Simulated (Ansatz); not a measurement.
**BClH₂O₂: a few dozen steps of dynamics**

Aim: follow BClH₂O₂ for 50 steps with a Nosé-Hoover thermostat (300 K) and see how far bonds stretch and how energy moves between motion and potential.

Computed with Ansatz 0.2.0, Gaussian basis. Level: r2SCAN/6-31G* with rVV10 dispersion.

**1. The relaxed structure**

The structure was relaxed beforehand with PBE0-D4 in a triple-zeta def2 set.

6 atoms, charge 0, spin multiplicity 1.

Atoms are counted from 1 here; the program's logs count them from 0.

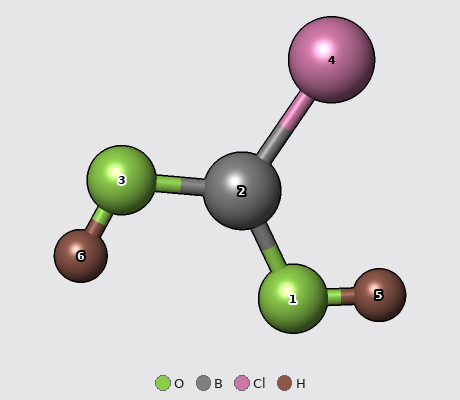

The structure; oxygen green, boron grey, chlorine pink, hydrogen brown; atoms are numbered from 1 in the order of the file.

**2. Dynamics**

Input file in.yaml:

```yaml
crystal:
  periodic: [false, false, false]
  atoms:
    - {symbol: O, position_ang: [0.157763, 1.025353, -0.442076]}
    - {symbol: B, position_ang: [-0.128038, -0.227550, -0.007300]}
    - {symbol: O, position_ang: [0.609247, -0.813859, 0.958057]}
    - {symbol: Cl, position_ang: [-1.481443, -1.141367, -0.691707]}
    - {symbol: H, position_ang: [-0.434413, 1.336483, -1.130037]}
    - {symbol: H, position_ang: [1.318984, -0.242961, 1.266962]}
basis:
  gaussian: {orbitals: "6-31G*"}
hamiltonian: {xc: {name: r2SCAN}, dispersion: rvv10}
md: {timestep: 1 fs, n_steps: 50, ensemble: nvt_nose_hoover, temperature: 300, initial_velocities: maxwell_boltzmann, seed: 400}
```

On the command line:

```bash
$ ansatz run in.yaml --threads 2 --pin off --events-out ev --progress --plain --max-ram 32768MiB --backend cpu
```

Log (excerpt; [...] marks lines left out):

```text
Functional definition: r2SCAN+rVV10
  name "r2SCAN+rVV10"
  cite "Furness, Kaplan, Ning, Perdew & Sun, J. Phys. Chem. Lett. 11, 8208 (2020) doi:10.1021/acs.jpclett.0c02405"
  cite "Furness, Kaplan, Ning, Perdew & Sun, J. Phys. Chem. Lett. 11, 9248 (2020) doi:10.1021/acs.jpclett.0c03077"
  cite "Vydrov & Van Voorhis, J. Chem. Phys. 133, 244103 (2010) doi:10.1063/1.3521275"
  cite "Sabatini, Gorni & de Gironcoli, Phys. Rev. B 87, 041108(R) (2013) doi:10.1103/PhysRevB.87.041108"
  cite "Ning et al., Phys. Rev. B 106, 075422 (2022) doi:10.1103/PhysRevB.106.075422"
  parent "r2scan"
[...]
730 factors; their error is unknown
[...]
mean field -17323.94214556 eV, -636.6431312596 hartree, gradient 1.1e-5 eV, S^2 0.000000; 0 other end points of the search recorded, 0 dependent functions left out
[...]
reference -17323.94215113 eV, -636.6431314644 hartree; 20, 20 occupied and 48, 48 virtual orbitals, 730 factors
md step     0: t =     0.00 fs  T =   300.0 K  F+E_penalty+E_count = -17323.94214556 eV  E_kin = 0.155112 eV  conserved = -17323.78703356 eV  (26 SCF iters)
[...]
md step    12: t =    12.00 fs  T =   144.4 K  F+E_penalty+E_count = -17323.86081385 eV  E_kin = 0.074671 eV  conserved = -17323.78643008 eV  (30 SCF iters)
[...]
md step    24: t =    24.00 fs  T =    73.7 K  F+E_penalty+E_count = -17323.82253747 eV  E_kin = 0.038085 eV  conserved = -17323.78593858 eV  (29 SCF iters)
[...]
md step    36: t =    36.00 fs  T =   217.6 K  F+E_penalty+E_count = -17323.89409597 eV  E_kin = 0.112493 eV  conserved = -17323.78627056 eV  (28 SCF iters)
[...]
md step    48: t =    48.00 fs  T =   226.4 K  F+E_penalty+E_count = -17323.89409969 eV  E_kin = 0.117079 eV  conserved = -17323.78621631 eV  (30 SCF iters)
[...]
md step    49: t =    49.00 fs  T =   224.9 K  F+E_penalty+E_count = -17323.89263477 eV  E_kin = 0.116258 eV  conserved = -17323.78613286 eV  (31 SCF iters)
[...]
md step    50: t =    50.00 fs  T =   224.5 K  F+E_penalty+E_count = -17323.89187973 eV  E_kin = 0.116058 eV  conserved = -17323.78614449 eV  (28 SCF iters)
Total energy: -17323.89188531 eV, -636.6412842296 hartree
Atom 0 at     0.168063     1.032346    -0.422214 Å, force    -0.283937    -0.410964    -0.250003 eV/Å
Atom 1 at    -0.113071    -0.263976    -0.017366 Å, force    -0.523249     1.547937    -0.831483 eV/Å
Atom 2 at     0.625783    -0.793423     0.956284 Å, force    -0.012711    -0.944950     0.464023 eV/Å
Atom 3 at    -1.496938    -1.147387    -0.696798 Å, force     0.131339    -0.120783    -0.020506 eV/Å
Atom 4 at    -0.390524     1.387239    -1.142786 Å, force     0.198295    -0.406290     0.451966 eV/Å
Atom 5 at     1.233585    -0.126711     1.279585 Å, force     0.490263     0.335050     0.186003 eV/Å
Dipole moment:     0.190911     0.435445    -0.053664 e Å
```

It took 2.1 min on 2 threads, shared host.

**3. Frames and traces**

One row in 4; energies are counted from the first frame:

```
time (fs)  T (K)  potential (meV)  conserved (meV)  B2–O3 (Å)
      0.0    300              0.0             0.00      1.349
      4.0    210             47.4             0.79      1.318
      8.0    135             86.3             0.80      1.326
     12.0    144             81.3             0.60      1.360
     16.0    142             83.3             0.90      1.387
     20.0    128             90.8             0.79      1.381
     24.0     74            119.6             1.09      1.355
     28.0     91            111.5             1.27      1.335
     32.0    225             42.5             0.60      1.341
     36.0    218             48.1             0.76      1.359
     40.0    121             99.8             1.29      1.363
     44.0    181             69.7             0.82      1.345
     48.0    226             48.0             0.82      1.329
```

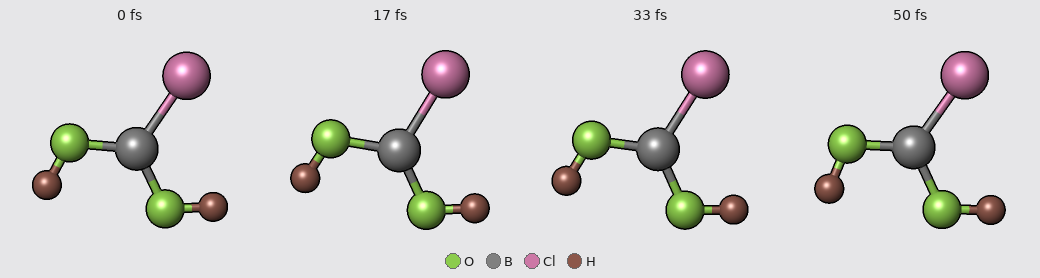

Four frames; sticks are those of the first frame.

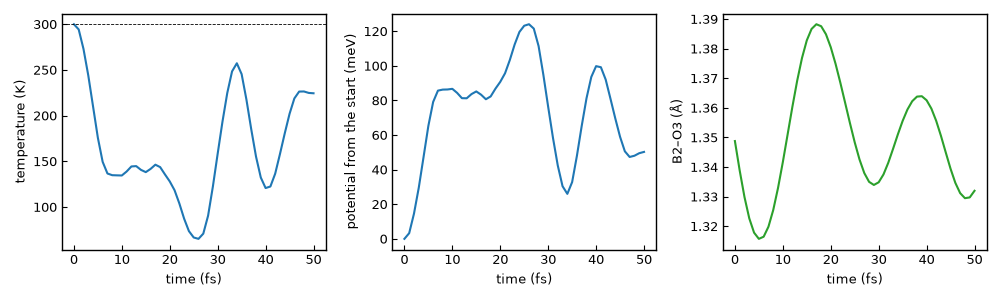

Temperature (the set value dashed), potential energy and the bond that swings most.

Positions (Å) and forces (eV/Å) at 50.0 fs:

```xyz
6

O     0.168    1.032   -0.422   -0.284   -0.411   -0.250
B    -0.113   -0.264   -0.017   -0.523    1.548   -0.831
O     0.626   -0.793    0.956   -0.013   -0.945    0.464
Cl   -1.497   -1.147   -0.697    0.131   -0.121   -0.021
H    -0.391    1.387   -1.143    0.198   -0.406    0.452
H     1.234   -0.127    1.280    0.490    0.335    0.186
```

**4. Results**

| quantity | value |
| --- | --- |
| length | 50 steps of 1.0 fs |
| temperature, first and last frame | 300, 224 K |
| temperature, second half | mean 172 K, from 65 to 257 K |
| swing of the potential | 124 meV |
| largest change of the conserved energy | 1.34 meV |
| range of B2–O3 | 1.316 to 1.388 Å |

In words: From 300 K at the start the temperature swings between 65 and 300 K: with 6 atoms it has no steady value yet; starting near a minimum, about half of the kinetic energy flows into the potential. The conserved energy moves by 1.34 meV, 1.1 % of the potential's swing, so the step is short enough for this stretch. B2–O3 swings most, by 0.07 Å; no bond breaks. A run of 50 fs gives no averages.
